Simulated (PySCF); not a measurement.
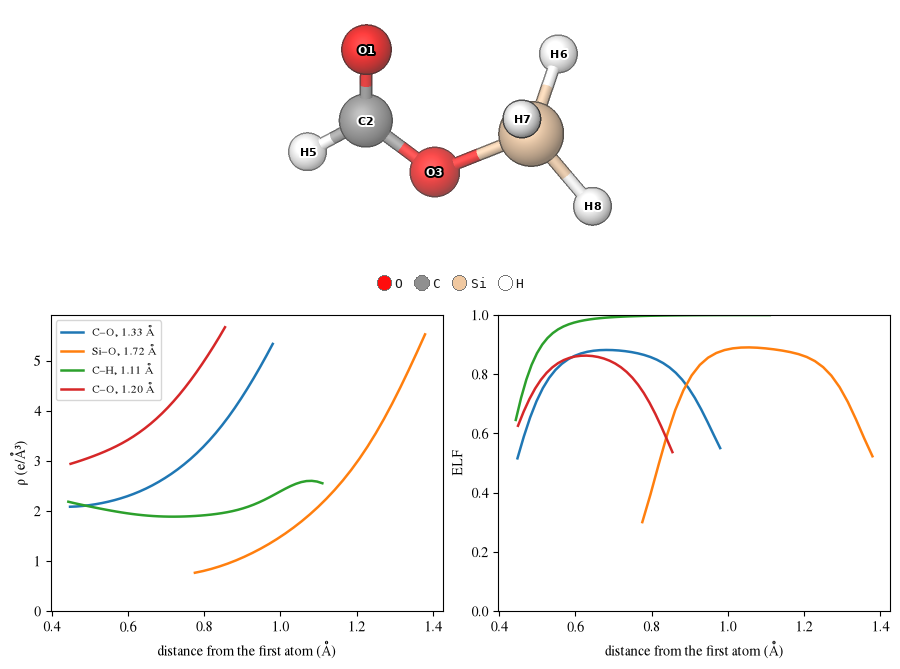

CH$_{4}$O$_{2}$Si. Total electron density and electron localisation function along straight lines between neighbouring atoms. The curves leave out the atomic cores. The structure is drawn too.

Geometry: PBE0-D3(BJ)/def2-SVP.

Level of theory: PBE0/def2-SVPD, SCF density, gas phase (PySCF 2.14.0).

```xyz
8

O     1.4781   -0.9947    0.5386
C     1.4878    0.1007    0.0499
O     0.3966    0.7620   -0.3205
Si   -1.1251   -0.0107   -0.0777
H     2.4058    0.6927   -0.1468
H    -1.1888   -1.2699   -0.8644
H    -1.3447   -0.2499    1.3727
H    -2.0914    0.9886   -0.6009
```

> Compare the contacts.

C–O (1.33 Å): ρ is about 2.5 e/Å³ halfway; the ELF peaks at about 0.90 between the atoms: a shared but strongly polarised pair.
Si–O (1.72 Å): ρ is about 0.95 e/Å³ halfway; the ELF peaks at about 0.90 between the atoms, as expected for a polar covalent bond.
C–H (1.11 Å): the density is about 2 e/Å³ at the midpoint; the ELF climbs to about 1 towards the hydrogen, as it does in any bond to H; an ordinary covalent bond to hydrogen.
C–O (1.20 Å): ρ is about 3.4 e/Å³ halfway; the ELF peaks at about 0.85 between the atoms; a multiple bond.
